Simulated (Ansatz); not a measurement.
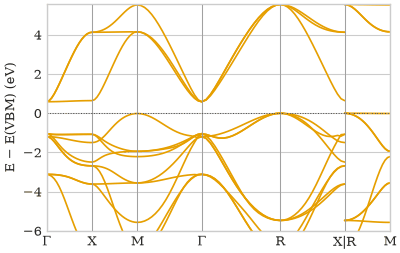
Figure. Band structure from PBEsol in the plane-wave PAW code Ansatz

Question: Read off the gap and where the band edges lie.

Answer: About 0.6 eV (0.59 eV by a search for the band edges); maximum at R, minimum at Γ.

Question: Pick the material that matches.
A) WO3, ReO3 type
B) KTaO3, cubic perovskite
C) BaTiO3, cubic perovskite
D) MgSnO3, cubic perovskite

Answer: A, WO3, ReO3 type

Space group Pm-3m (ReO3 type). The workflow started from a Materials Project entry (that database holds measured and hypothetical structures alike); the Crystallography Open Database copy checked does not list it. COD files the formula under space group No. 2, 14, 62, 129, 130, 191. Its standing as an ambient phase is unchecked. The cell was relaxed with PBEsol under the symmetry of its start. At this level the phase is dynamically unstable (imaginary phonons). The run is not spin-polarised. No Hubbard U is applied. Spin–orbit coupling is left out wherever it is not named.

Potentials: the earlier of the program's two PAW sets. The files were generated under PBE; for other functionals the program regenerates the frozen cores, and for LDA and PBEsol the local potential too.
